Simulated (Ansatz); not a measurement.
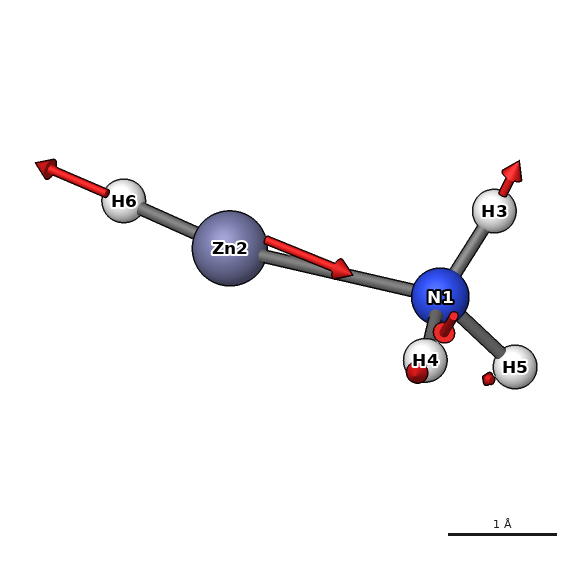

Arrows show the forces on the atoms, 0.1 Å of arrow for 1 eV/Å; forces under a tenth of the largest aren't drawn. State: charge +1, singlet. Level of theory: RHF-CCSD(T) (frozen core) with 3s3p of Cu, Zn/def2-TZVPP (Ansatz 0.2.0).

Question: On which atom is the force largest, and how large is it?

Answer: On Zn2: 9.90 eV/Å.

Question: Which bond do the forces act along most?

Answer: Zn2–H6, now 1.220 Å: the forces push its atoms apart, so a first step downhill lengthens it.

List the force components in the frame of the picture (x right, y up, z towards the viewer), in eV/Å.

```
atom     Fx     Fy     Fz
  N1  −1.26  −2.13  −6.85
 Zn2   8.15  −3.31   4.54
  H3   1.61   3.25   1.70
  H4  −0.75  −1.13   5.32
  H5  −0.97   0.41  −0.85
  H6  −6.77   2.91  −3.86
```
